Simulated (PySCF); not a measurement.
**What a change does: NMR shielding calculation on C4H9NOSi**

System: C4H9NOSi.
Method of run A: GIAO PBE0/pcSseg-1 NMR shielding, non-relativistic, gas phase (PySCF 2.14.0).

The geometry comes from this level: GFN2-xTB. Text and figures count atoms from 1; the logs count them from 0 in places.

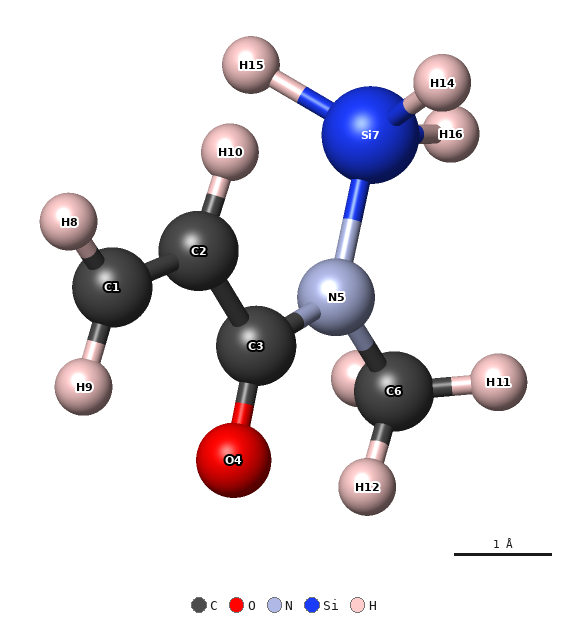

Figure 1. The structure (ball-and-stick view, seen at a tilt; atoms are numbered from 1 in the order of the input).

Input file, run A:
```
{"job": {"kind": "nmr", "xc": "PBE0", "basis": "pcSseg-1", "pop": false}, "charge": 0, "multiplicity": 1}
C      2.618998    -0.201390     1.071081
C      1.344130    -0.371701     0.754493
C      0.668597     0.571033    -0.167301
O      1.226399     1.573649    -0.575238
N     -0.613476     0.248510    -0.523453
C     -1.277757     1.193943    -1.406857
Si    -1.496682    -1.191284    -0.066285
H      3.144901    -0.860184     1.740886
H      3.169299     0.625622     0.651776
H      0.762258    -1.185679     1.159259
H     -2.214683     1.530136    -0.964796
H     -0.618116     2.048953    -1.550473
H     -1.483140     0.735420    -2.374124
H     -1.746215    -1.172575     1.377081
H     -0.749907    -2.378519    -0.485170
H     -2.759986    -1.113813    -0.793958
```

The first line tells a small driver script what to run in PySCF; the rest is the geometry in Å.

Command:
```bash
OMP_NUM_THREADS=1 python <driver script> task.json out
```

Hardware: 1 CPU thread, shared host.

Output (run A):
```
coarse grid: 13696 points
cycle   1  E = -576.6173647875  dE =  9.395e-01  |g| = 8.302e-01  |ddm| = 3.581e+00
cycle   2  E = -576.0785615005  dE =  5.388e-01  |g| = 1.820e+00  |ddm| = 2.650e+00
cycle   3  E = -576.7466978347  dE = -6.681e-01  |g| = 2.026e-01  |ddm| = 2.121e+00
cycle   4  E = -576.7542813195  dE = -7.583e-03  |g| = 9.832e-02  |ddm| = 2.247e-01
cycle   5  E = -576.7561275396  dE = -1.846e-03  |g| = 2.741e-02  |ddm| = 7.711e-02
cycle   6  E = -576.7562907866  dE = -1.632e-04  |g| = 6.061e-03  |ddm| = 2.459e-02
cycle   7  E = -576.7562988317  dE = -8.045e-06  |g| = 1.340e-03  |ddm| = 5.664e-03
final grid: 127312 points
cycle   8  E = -576.8058894247  dE = -1.027e-05  |g| = 1.256e-02  |ddm| = 2.777e-02
cycle   9  E = -576.8058033040  dE =  8.612e-05  |g| = 2.466e-02  |ddm| = 2.861e-02
cycle  10  E = -576.8059198986  dE = -1.166e-04  |g| = 2.430e-03  |ddm| = 2.040e-02
cycle  11  E = -576.8059211961  dE = -1.298e-06  |g| = 3.403e-04  |ddm| = 1.915e-03
cycle  12  E = -576.8059212182  dE = -2.213e-08  |g| = 1.634e-04  |ddm| = 4.200e-04
cycle  13  E = -576.8059212251  dE = -6.857e-09  |g| = 2.299e-05  |ddm| = 1.498e-04
cycle  14  E = -576.8059212252  dE = -9.368e-11  |g| = 1.054e-05  |ddm| = 2.539e-05
converged SCF energy = -576.8059212252

GIAO shielding tensors (ppm)
atom      isotropic    diamagn.    paramagn.     s11        s22        s33       span
  0 C       47.693     251.308    -203.615    -73.650     41.450    175.278    248.928
  1 C       52.363     262.124    -209.761    -63.445     73.433    147.100    210.544
  2 C       17.061     245.887    -228.827    -74.469     33.484     92.168    166.637
  3 O      -70.232     401.475    -471.708   -370.486   -214.038    373.827    744.314
  4 N      164.786     333.437    -168.652     65.724    191.576    237.057    171.333
  5 C      153.731     243.508     -89.777    133.276    145.116    182.800     49.525
  6 Si     400.411     881.774    -481.363    360.306    385.480    455.447     95.140
  7 H       25.558      28.613      -3.055     22.702     25.248     28.724      6.022
  8 H       24.606      30.563      -5.957     21.545     23.375     28.898      7.353
  9 H       25.321      34.627      -9.306     21.994     22.751     31.220      9.226
 10 H       29.373      29.223       0.149     24.312     27.672     36.134     11.822
 11 H       26.629      29.769      -3.140     21.130     27.662     31.094      9.964
 12 H       29.331      29.007       0.324     24.296     27.409     36.287     11.991
 13 H       26.703      30.484      -3.782     23.510     24.914     31.683      8.173
 14 H       26.753      30.428      -3.675     23.502     25.177     31.581      8.080
 15 H       26.950      30.012      -3.063     23.080     26.554     31.215      8.135
```

The input of run B differs as follows (lines with − go, lines with + come):
```diff
+"scf": {"guess": "huckel"
+"damp": 0.2}
```

What does this change do to the results?

Both reach the same energy, so the change doesn't alter the result. No shielding changes by as much as 0.05 ppm. The SCF takes 23 iterations against 14.

Output (run B):
```
damping 0.20 in the first 6 cycles
final grid: 127312 points
cycle   1  E = -569.2539186060  dE =  4.359e+00  |g| = 5.108e+00  |ddm| = 6.646e+00
cycle   2  E = -559.0475493583  dE =  1.021e+01  |g| = 7.565e+00  |ddm| = 2.333e+01
cycle   3  E = -517.0745233277  dE =  4.197e+01  |g| = 1.249e+01  |ddm| = 3.065e+01
cycle   4  E = -490.4779164057  dE =  2.660e+01  |g| = 1.435e+01  |ddm| = 2.837e+01
cycle   5  E = -455.4200527306  dE =  3.506e+01  |g| = 1.576e+01  |ddm| = 3.898e+01
cycle   6  E = -357.0494423461  dE =  9.837e+01  |g| = 2.130e+01  |ddm| = 3.978e+01
cycle   7  E = -246.1002976115  dE =  1.109e+02  |g| = 2.341e+01  |ddm| = 4.085e+01
cycle   8  E = -502.0664747113  dE = -2.560e+02  |g| = 1.031e+01  |ddm| = 4.562e+01
cycle   9  E = -461.4534568276  dE =  4.061e+01  |g| = 1.162e+01  |ddm| = 4.394e+01
cycle  10  E = -567.0282873611  dE = -1.056e+02  |g| = 5.962e+00  |ddm| = 3.504e+01
cycle  11  E = -573.2593859618  dE = -6.231e+00  |g| = 3.672e+00  |ddm| = 1.560e+01
cycle  12  E = -572.8189586910  dE =  4.404e-01  |g| = 3.584e+00  |ddm| = 6.811e+00
cycle  13  E = -576.5133328617  dE = -3.694e+00  |g| = 1.044e+00  |ddm| = 5.440e+00
cycle  14  E = -576.5743985818  dE = -6.107e-02  |g| = 9.718e-01  |ddm| = 1.626e+00
cycle  15  E = -576.7997197702  dE = -2.253e-01  |g| = 1.520e-01  |ddm| = 8.618e-01
cycle  16  E = -576.8043700550  dE = -4.650e-03  |g| = 7.948e-02  |ddm| = 2.339e-01
cycle  17  E = -576.8057239258  dE = -1.354e-03  |g| = 3.066e-02  |ddm| = 8.113e-02
cycle  18  E = -576.8059066486  dE = -1.827e-04  |g| = 8.201e-03  |ddm| = 2.774e-02
cycle  19  E = -576.8059206089  dE = -1.396e-05  |g| = 1.568e-03  |ddm| = 8.287e-03
cycle  20  E = -576.8059210925  dE = -4.836e-07  |g| = 7.385e-04  |ddm| = 2.346e-03
cycle  21  E = -576.8059212212  dE = -1.287e-07  |g| = 1.271e-04  |ddm| = 7.490e-04
cycle  22  E = -576.8059212251  dE = -3.866e-09  |g| = 1.989e-05  |ddm| = 1.619e-04
cycle  23  E = -576.8059212252  dE = -8.163e-11  |g| = 1.453e-05  |ddm| = 4.228e-05
converged SCF energy = -576.8059212252

GIAO shielding tensors (ppm)
atom      isotropic    diamagn.    paramagn.     s11        s22        s33       span
  0 C       47.693     251.308    -203.614    -73.650     41.449    175.282    248.932
  1 C       52.363     262.124    -209.761    -63.444     73.433    147.100    210.544
  2 C       17.060     245.887    -228.827    -74.469     33.483     92.167    166.636
  3 O      -70.228     401.475    -471.704   -370.477   -214.035    373.827    744.304
  4 N      164.787     333.437    -168.650     65.726    191.576    237.058    171.333
  5 C      153.729     243.508     -89.779    133.274    145.115    182.799     49.525
  6 Si     400.411     881.774    -481.363    360.307    385.480    455.446     95.140
  7 H       25.558      28.613      -3.055     22.702     25.248     28.724      6.022
  8 H       24.606      30.563      -5.957     21.545     23.375     28.898      7.353
  9 H       25.321      34.627      -9.306     21.994     22.751     31.219      9.226
 10 H       29.373      29.223       0.149     24.312     27.672     36.134     11.822
 11 H       26.629      29.769      -3.140     21.130     27.663     31.094      9.964
 12 H       29.331      29.007       0.324     24.296     27.409     36.287     11.991
 13 H       26.703      30.484      -3.782     23.511     24.914     31.683      8.173
 14 H       26.753      30.428      -3.675     23.502     25.177     31.581      8.080
 15 H       26.950      30.012      -3.063     23.080     26.554     31.215      8.135
```

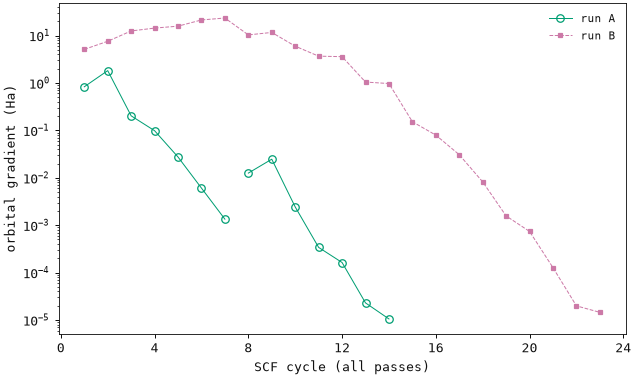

Figure 2. Convergence of the two runs: orbital gradient against the SCF cycle. A break in a curve parts two SCF passes (coarse and final grid). Run A takes 14 cycles in all, and run B takes 23.

The two runs side by side:

```tsv
quantity	run A	run B
outcome	converged	converged
total energy (hartree)	−576.805921	−576.805921
HOMO (eV)	−7.39	−7.39
LUMO (eV)	−1.17	−1.17
dipole moment (D)	2.92	2.92
shielding of C1 (ppm)	47.7	47.7
shielding of C2 (ppm)	52.4	52.4
shielding of C3 (ppm)	17.1	17.1
shielding of O4 (ppm)	−70.2	−70.2
shielding of N5 (ppm)	164.8	164.8
shielding of C6 (ppm)	153.7	153.7
shielding of Si7 (ppm)	400.4	400.4
SCF iterations	14	23
basis functions	171	171
wall time (shared host)	31 s	49 s
```
